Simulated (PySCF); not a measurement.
# CrF3: the energy surface near the minimum

Aim: map the energy of quartet CrF3 about its PBE minimum, with rigid distortions.

The runs use PySCF 2.14.0; PBE, basis Cr def2-SVP, F def2-SVP, no relativity, density fitting.

## 1. Where the work starts

4 atoms, charge 0, spin multiplicity 4.

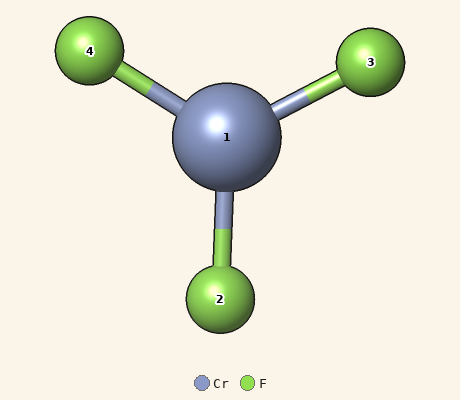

The starting geometry (chromium light blue, fluorine green); atoms are numbered from 1 in the order of the file.

Coordinates in bohr (charge 0 multiplicity 4):
```
Cr    0.0000    0.0000    0.0000
F     0.0041    0.0000    3.2466
F     2.8096    0.0000   -1.6269
F    -2.8137    0.0000   -1.6198
```

## 2. Density, ELF and potential

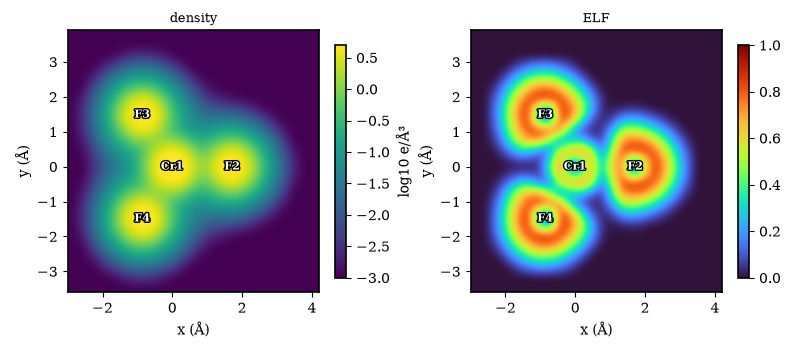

The plane holds Cr1 at (0.00, 0.00), F2 at (1.72, 0.00), F3 at (-0.86, 1.49), F4 at (-0.86, -1.49) Å. ELF is set to 0 where the density is under 0.005 e/Å³; an orbital's overall sign is arbitrary.

Orbitals, density, ELF and potential are computed afterwards from the orbital file.

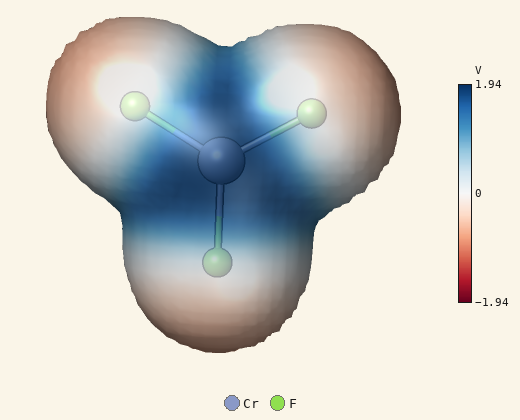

The potential that a unit positive charge feels on the 0.002 e/bohr³ surface, from the 1st to the 99th percentile, from -0.69 V near F4 to 1.94 V near Cr1.

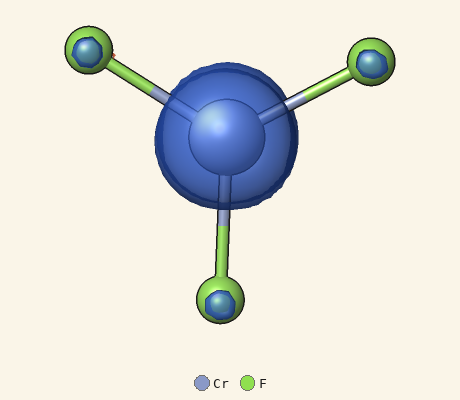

Spin density at ±0.2 e/Å³ (alpha excess blue, beta excess red).

Along Cr1–F2 (1.718 Å) the density is least, 1.08 e/Å³, about 0.86 Å from Cr1; ELF there is 0.17.

Values on the line from Cr1 (at 0) through F2 (at 1.718 Å):

```csv
distance (Å),density (e/Å³),ELF,electrostatic potential (V),spin density (e/Å³)
-0.60,3.5,0.699,54.3,0.347
-0.43,10.5,0.779,131,0.952
-0.26,22,0.128,402,1.7
-0.09,583,0.644,2.36e+03,0.287
0.17,101,0.68,813,1.24
0.34,14.1,0.483,224,1.37
0.52,6.03,0.721,82.7,0.585
0.69,2.02,0.398,38.4,0.191
0.86,1.08,0.165,22.3,0.0571
1.03,1.56,0.574,19.1,-0.00241
1.20,3.4,0.816,32.4,-0.0611
1.37,7.58,0.691,92.1,-0.168
1.55,20.8,0.127,357,-0.281
1.80,175,0.951,980,-0.241
1.98,11.1,0.397,169,-0.161
2.15,4.97,0.844,47.1,-0.0621
2.32,1.95,0.854,13.9,-0.024
2.49,0.702,0.775,3.71,-0.00895
2.66,0.26,0.614,0.487,-0.00355
```

Making the fields needed 1.5 s of wall time on 2 threads of Arm Neoverse V1, shared host.

## 3. Breathing scan

One driver script runs all scans and calls PySCF for each point, on a (75, 302) grid.

On the command line:

```console
> OMP_NUM_THREADS=2 python axn.py task.json out
```

A rigid scan with PBE: all bonds to the central atom are scaled together. Each point starts from its neighbour's orbitals, and energies count from the minimum.

```csv
scale of all bonds to the centre,energy (kJ/mol),⟨S²⟩
0.88,299.3,3.76
0.92,114.4,3.76
0.96,24.7,3.77
1.00,0.0,3.77
1.04,18.4,3.78
1.08,64.6,3.80
1.14,163.3,3.84
1.22,317.1,3.96
1.35,559.3,4.35
```

The scan took 37 s.

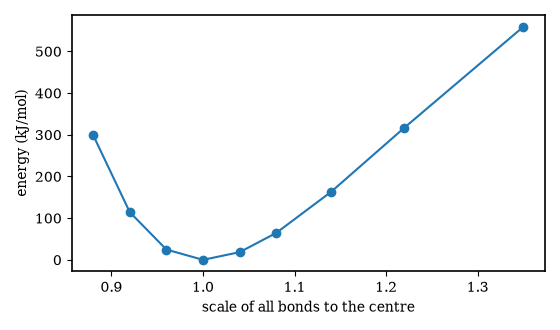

Energy along the scan.

⟨S²⟩ grows along the scan: the determinant mixes in higher spin as the pair uncouples.

## 4. Stretching one bond

A rigid scan with PBE: the bond from Cr to the last atom (F) is scaled and the rest held.

```csv
scale of one bond,energy (kJ/mol),dipole size (D),⟨S²⟩
0.92,34.5,0.74,3.77
0.96,7.5,0.35,3.77
1.00,0.0,0.00,3.77
1.05,8.5,0.40,3.78
1.12,39.5,0.90,3.78
1.20,87.4,1.38,3.80
1.35,183.9,2.05,3.84
1.55,292.9,2.46,3.99
1.80,379.1,2.46,4.23
2.20,441.5,2.28,4.43
```

The scan took 65 s.

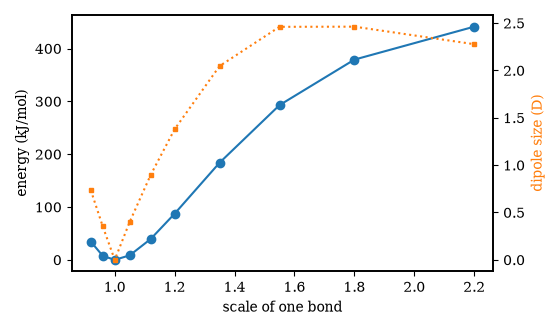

Energy (circles) and dipole moment (squares) along the scan.

⟨S²⟩ grows along the scan: the determinant mixes in higher spin as the pair uncouples.

## 5. Umbrella curve

A rigid scan with PBE: angle between each bond and the threefold axis, bonds fixed.

```csv
angle of the bonds to the threefold axis (°),energy (kJ/mol),dipole size (D),⟨S²⟩
55,131.4,4.75,3.77
60,83.7,4.10,3.77
65,52.5,3.42,3.77
70,31.2,2.71,3.77
75,16.5,2.01,3.77
80,7.3,1.32,3.77
85,1.7,0.65,3.77
90,0.0,0.00,3.77
```

The scan took 18 s.

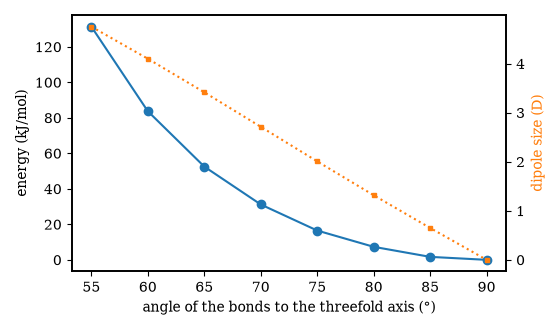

Energy (circles) and dipole moment (squares) along the scan.

## 6. Outcome

| quantity | value |
| --- | --- |
| all bonds 4 % longer | 18.4 kJ/mol |
| one bond 20 % longer | 87.4 kJ/mol |

In words: The well is lopsided, 24.7 kJ/mol for 4 % shorter bonds against 18.4 for 4 % longer ones. This is the lowest SCF solution found for this spin; with open d or f shells other occupations or spin states may lie lower.
